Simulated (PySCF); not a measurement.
**C2H5FSi (SMILES F/C=C/[SiH3]) at 5 levels**

Aim: a comparison of 5 runs (HF/6-31G, HF/def2-SVP, B3LYP/6-31G*, PBE/def2-SVPD, PBE/def2-TZVP) of C2H5FSi. 

The calculation is run with PySCF 2.14.0.

## 1. The structure to begin with

The species is C2H5FSi (9 atoms), meant as a singlet with charge 0. As SMILES, `F/C=C/[SiH3]`. Geometry: relaxed at PBE0-D4/def2-TZVP.

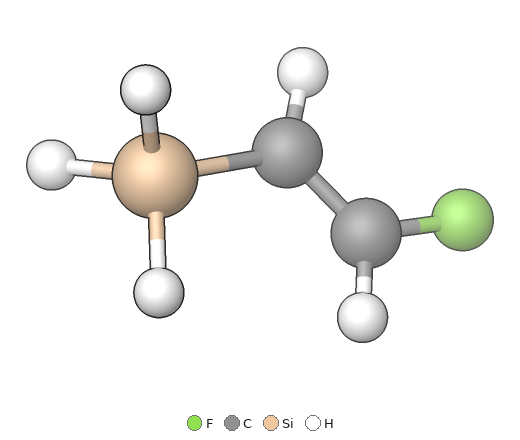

Viewed from a chosen angle; fluorine green, carbon grey, silicon light orange, hydrogen white.

## 2. Energy and gradient at HF/6-31G (run 1)

File input.py:

```python
import pyscf.grad
from pyscf import gto

molecule = gto.M(
    atom='''
F   -1.259900   2.360900   0.506400
C   -0.578300   1.355000  -0.048000
C   -0.336700   0.219900   0.584900
Si   0.614100  -1.145000  -0.228900
H   -0.264200   1.599600  -1.058100
H   -0.716100   0.118100   1.598600
H    1.843700  -1.465600   0.542800
H   -0.206700  -2.381600  -0.316300
H    0.992500  -0.707600  -1.598500
''',
    spin=0,
    basis='6-31g',
    max_memory=1860,
    verbose=4,
)

mf = molecule.RHF()
mf.conv_tol = 1e-10
mf.kernel()
if not mf.converged:
    mf = mf.newton().run(mf.mo_coeff, mf.mo_occ)

e_final = mf.e_tot
print('E = %.10f Eh' % e_final)
grad = mf.Gradients().kernel()
dip = mf.dip_moment()
pop, q = mf.mulliken_pop()
```

On the command line:

```bash
$ OMP_NUM_THREADS=1 python input.py
```

Log:

```text
PySCF version 2.14.0

[... 65 lines left out ...]
converged SCF energy = -466.857669764873
[... 12 lines left out ...]
Dipole moment(X, Y, Z, Debye):  0.71908, -0.97545, -0.67515
[... 60 lines left out ...]
charge of    8H =     -0.19613
```

Run time: 8.1 s. Hardware: 1 thread of Intel Xeon at 2.50GHz (Skylake/Cascade Lake), shared host; peak memory 0.12 GiB.

## 3. Energy and forces at HF/def2-SVP (run 2)

File geometry.xyz:

```xyz
9

F     -1.259900     2.360900     0.506400
C     -0.578300     1.355000    -0.048000
C     -0.336700     0.219900     0.584900
Si     0.614100    -1.145000    -0.228900
H     -0.264200     1.599600    -1.058100
H     -0.716100     0.118100     1.598600
H      1.843700    -1.465600     0.542800
H     -0.206700    -2.381600    -0.316300
H      0.992500    -0.707600    -1.598500
```

File input.py:

```python
from pyscf import gto

molecule = gto.Mole()
molecule.atom = 'geometry.xyz'
molecule.max_memory = 1860
molecule.verbose = 4
molecule.charge = 0
molecule.basis = 'def2-svp'
molecule.build()

mf = molecule.RHF()
mf.conv_tol = 1e-10
mf.kernel()
if not mf.converged:
    mf = mf.newton().run(mf.mo_coeff, mf.mo_occ)

energy = mf.e_tot
print(f'total energy: {energy:.8f} hartree')
grad = mf.nuc_grad_method().kernel()
mf.analyze()
```

On the command line:

```bash
$ OMP_NUM_THREADS=1 python input.py
```

Log:

```text
PySCF version 2.14.0

[... 83 lines left out ...]
One-electron Energy =                 -940.865066211325257
[... 12 lines left out ...]
MO #8   energy= -4.2437957300439   occ= 2
[... 10 lines left out ...]
MO #19  energy= -0.486017322625162 occ= 2
[... 10 lines left out ...]
MO #30  energy= 0.462825064060087  occ= 0
[... 10 lines left out ...]
MO #41  energy= 0.776133342368007  occ= 0
[... 10 lines left out ...]
MO #52  energy= 1.44463639649787   occ= 0
[... 10 lines left out ...]
MO #63  energy= 1.97085919593226   occ= 0
[... 10 lines left out ...]
MO #74  energy= 2.50763168061288   occ= 0
[... 10 lines left out ...]
MO #85  energy= 4.2674578767059    occ= 0
[... 97 lines left out ...]
Dipole moment(X, Y, Z, Debye):  0.50318, -0.56183, -0.60087
```

It took 10 s on 1 thread of Intel Xeon at 2.50GHz (Skylake/Cascade Lake), shared host; peak memory 0.17 GiB.

Runs 3 to 4 aren't shown in full; the table further down has their settings and results.

## 4. Energy and forces at PBE/def2-TZVP (run 5)

File start.xyz:

```xyz
9
C2H5FSi
F     -1.259900     2.360900     0.506400
C     -0.578300     1.355000    -0.048000
C     -0.336700     0.219900     0.584900
Si     0.614100    -1.145000    -0.228900
H     -0.264200     1.599600    -1.058100
H     -0.716100     0.118100     1.598600
H      1.843700    -1.465600     0.542800
H     -0.206700    -2.381600    -0.316300
H      0.992500    -0.707600    -1.598500
```

File input.py:

```python
from pyscf import gto, dft

mol = gto.M(
    atom='start.xyz',
    basis='def2-tzvp',
    spin=0,
    charge=0,
    max_memory=1860,
    verbose=4,
)

myscf = dft.RKS(mol, xc='pbe')
myscf.conv_tol = 1e-10
myscf.grids.level = 5
myscf.kernel()
if not myscf.converged:
    myscf = myscf.newton().run(myscf.mo_coeff, myscf.mo_occ)

e_final = myscf.e_tot
print('E(%s) = %.9f' % ('PBE', e_final))
grad = myscf.nuc_grad_method().kernel()
dip = myscf.dip_moment()
pop, q = myscf.mulliken_pop()
```

On the command line:

```bash
$ OMP_NUM_THREADS=1 python input.py
```

Log:

```text
PySCF version 2.14.0

[... 82 lines left out ...]
converged SCF energy = -468.2486405702
[... 13 lines left out ...]
Dipole moment(X, Y, Z, Debye):  0.24919, -0.27931, -0.29621
[... 170 lines left out ...]
charge of    8H =     -0.02918
```

Wall time 2.6 min (1 thread of Intel Xeon at 2.50GHz (Skylake/Cascade Lake), shared host); peak memory 2 GiB.

## 5. All runs side by side

```
run                               level  Cartesian functions  integration grid  energy (Eh)  dipole moment (D)  HOMO energy (eV)  LUMO energy (eV)  wall time
  1                            HF/6-31G                   no                 –  -466.857670               1.39            -10.48              3.88      8.1 s
  2                         HF/def2-SVP                   no                 –  -466.756283               0.96            -10.56              3.79       10 s
  3  B3LYP/6-31G* (Cartesian functions)                  yes                 5  -468.519436               0.46             -7.29             -0.01       47 s
  4                       PBE/def2-SVPD                   no                 5  -467.951926               0.62             -6.71             -1.37       83 s
  5                       PBE/def2-TZVP                   no                 5  -468.248641               0.48             -6.65             -1.30    2.6 min
```

## 6. What came out

| quantity | value |
| --- | --- |
| run 5: total energy | -468.24864 Eh |
| run 5: dipole moment | 0.48 D |
| run 5: HOMO energy | -6.65 eV |
| run 5: LUMO energy | -1.30 eV |
| run 5: HOMO–LUMO gap | 5.35 eV |
| run 5: largest force on an atom | 0.760 eV/Å |

What this shows: The dipole moment (its size) runs from 0.46 D (B3LYP/6-31G*) to 1.39 D (HF/6-31G). The two ends differ in method and basis. The HOMO–LUMO gap runs from 5.34 eV (PBE/def2-SVPD) to 14.36 eV (HF/6-31G). Totals of different functionals can't be ranked against each other. All runs together took 5 min, the longest 2.6 min.
